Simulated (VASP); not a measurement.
Energy against volume of SrVO₃ (cubic perovskite). All values below come from PBE GGA with D3 dispersion (Becke-Johnson damping), VASP's PBE PAW potentials (set 64) (plane waves; VASP).

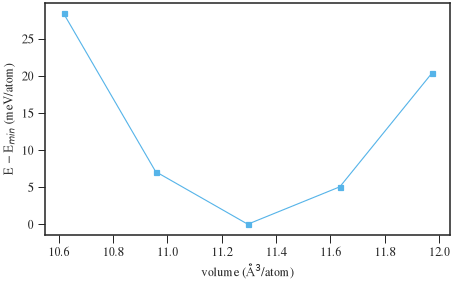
*Energy against volume*

Question: Estimate the equilibrium volume and the bulk modulus.

Answer: The minimum lies near 11.3 Å³/atom, and the curvature gives B0 of about 190 GPa.

Measured: a 3.842 Å (computed value off by -0.1 %), as given by Samuel D. Marks et al., Physical Review Materials (2021), arXiv:2103.05797. The calculation is for a static lattice, while the measured a holds thermal and zero-point effects, which are part of the difference.

The compound is SrVO3 in the cubic perovskite structure. It was relaxed first. The run is not spin-polarised, so no magnetic state was tried.
